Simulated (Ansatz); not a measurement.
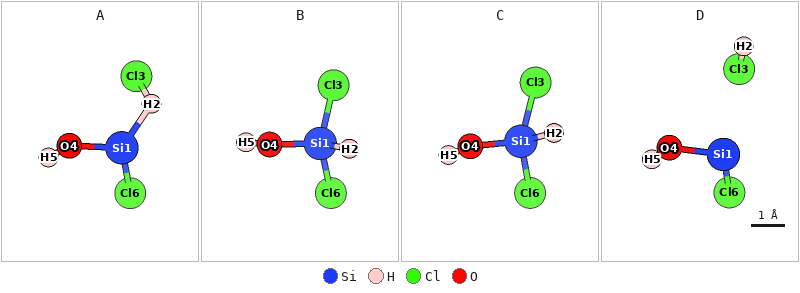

4 geometries from a converged minimum-energy path of SiH$_{2}$OCl$_{2}$, shuffled. The picture is a ball-and-stick view, seen at a tilt.

Theory: RKS PBE0-D4/def2-SVP (Ansatz 0.2.0). Set-up: 5 movable images; climbing image; force threshold 0.03 eV/Å; iteration limit 60; starting path through a guess of the saddle point.

Which frame is the top of the path?

A. In order along the path, whose images run from 0 to 6: B (image 0, 0.00 eV), C (image 1, +0.27 eV), A (image 3, +2.93 eV), D (image 6, +2.33 eV). Breaking: Si1–Cl3 (2.06 → 2.55 at the top → 3.15 Å), Si1–H2 (1.47 → 1.62 at the top → 3.41 Å). Forming: H2–Cl3 (2.91 → 1.62 at the top → 1.29 Å).

The run took 3.7 min on 1 thread of Arm Neoverse V1, on a shared host, peak memory 0.16 GiB.
